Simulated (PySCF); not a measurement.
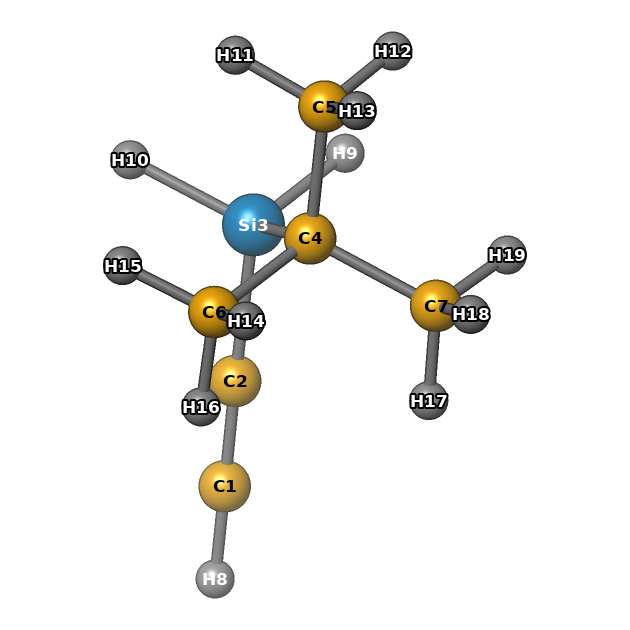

Si3 lies behind C4. The molecule seen a little off the C4–Si3 bond, C4 in front. Depth is shown by fading: the farther an atom, the more it takes the colour of the background. The computed structure is the end point of a PBE0-D3(BJ)/def2-SVP optimisation. No frequency run is at hand to confirm it as a minimum.

**What is the torsion angle C5–C4–Si3–C2? The sign is positive where the front bond must turn clockwise to cover the back bond.**

180°, antiperiplanar (anti). The bonds about C4–Si3 are staggered.
